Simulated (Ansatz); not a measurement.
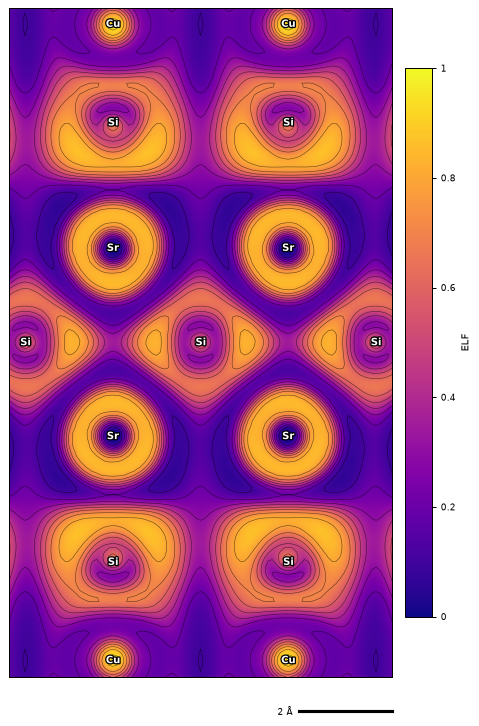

Sr$_{2}$CuSi$_{3}$. ELF on the (010) plane of the conventional cell.

Space group Immm; built by placing these elements on a known structure type; not relaxed (largest force 0.4 eV/Å); computed pressure about 29 GPa in this cell; computed without spin polarisation.

Method: DFT, PAW plane waves, PBE in Ansatz.

Core electrons are frozen (PAW), and the valence fields are smoothed inside the atomic spheres.

```xyz
12
Lattice="0.0000 0.0000 3.7870 0.0000 -4.2331 0.0000 13.7465 0.0000 0.0000" Properties=species:S:1:pos:R:3 pbc="T T T"
Si    0.0000    0.0000    0.0000
Si    6.8732   -2.1166    1.8935
Sr    4.8401   -2.1166    0.0000
Sr   11.7134    0.0000    1.8935
Sr    2.0331    0.0000    1.8935
Sr    8.9063   -2.1166    0.0000
Cu    0.0000   -2.1166    0.0000
Cu    6.8732    0.0000    1.8935
Si    2.1266   -2.1166    0.0000
Si    8.9998    0.0000    1.8935
Si    4.7467    0.0000    1.8935
Si   11.6199   -2.1166    0.0000
```

Read the bonding off the picture.

The plane passes through Si, Sr and Cu nuclei. Cu–Si (2.13 Å): the ELF peaks at about 0.70 in the valence shell of Si, 0.8 Å from its nucleus, and is about 0.50 at the midpoint. Sr–Si (2.71 Å): the ELF peaks at about 0.80 in the valence shell of Si, 0.9 Å from its nucleus, and is about 0.25 at the midpoint. Sr–Si (2.78 Å): the ELF peaks at about 0.65 in the valence shell of Si, 0.9 Å from its nucleus, and drops to about 0.15 between the two atoms. The features right at Sr and Cu lie inside the PAW spheres, where the map follows smoothed inner orbitals and isn't to be read closely.
